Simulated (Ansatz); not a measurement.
A computed series for TiC: response to strain

Start from TiC in the rock salt structure (space group Fm-3m, No. 225; a = 4.2934 Å; relaxed with 0.1 eV smearing). Axes: x, y, z lie along the cube axes.

Strains are applied to the cell and any free atomic positions relax; under biaxial strain the out-of-plane vector relaxes too.

Level of theory: PBEsol in Ansatz (plane waves to 420 eV, PAW, scalar-relativistic without spin-orbit coupling).

Notes on the quantities. in-plane stress: mean in-plane stress (compression positive).

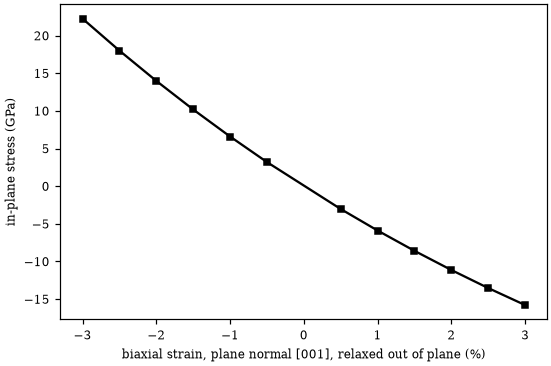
Figure. in-plane stress against biaxial strain, plane normal [001], relaxed out of plane

```csv
"biaxial strain, plane normal [001], relaxed out of plane (%)",in-plane stress
-3,+22.3 GPa
-2.5,+18.0 GPa
-2,+14.0 GPa
-1.5,+10.2 GPa
-1,+6.6 GPa
-0.5,+3.2 GPa
0.5,-3.0 GPa
1,-5.9 GPa
1.5,-8.6 GPa
2,-11.1 GPa
2.5,-13.5 GPa
3,-15.8 GPa
```

Stability against distortions was not tested. The final runs are not spin-polarised.

Ansatz is a quantum-chemistry and plane-wave program.
